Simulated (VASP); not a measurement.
Here is the system:

```
Ir
1.0
    0.00000     1.94232     1.94232
    1.94232     0.00000     1.94232
    1.94232     1.94232     0.00000
Ir
1
Direct
  0.00000   0.00000   0.00000
```

Level of theory: PW91 GGA, VASP's PBE PAW potentials (set 64) (plane waves; VASP). Settings: 520 eV cut-off, 18×18×18 Γ-centred mesh, tetrahedra with Blöchl corrections, potentials Ir.

Unless said otherwise, spin-orbit coupling is left out, though it shifts the bands of the heavy elements here.

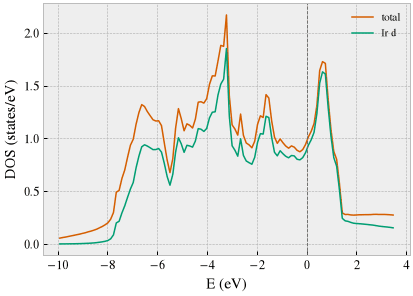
Fig. 1. Total and projected density of states, zero at the Fermi level

Within 2 eV below the Fermi level the largest weight inside VASP's projection spheres is Ir d.

It has no gap at this level: it comes out as a metal or semimetal.

The compound is Ir in the fcc structure. It was relaxed first.
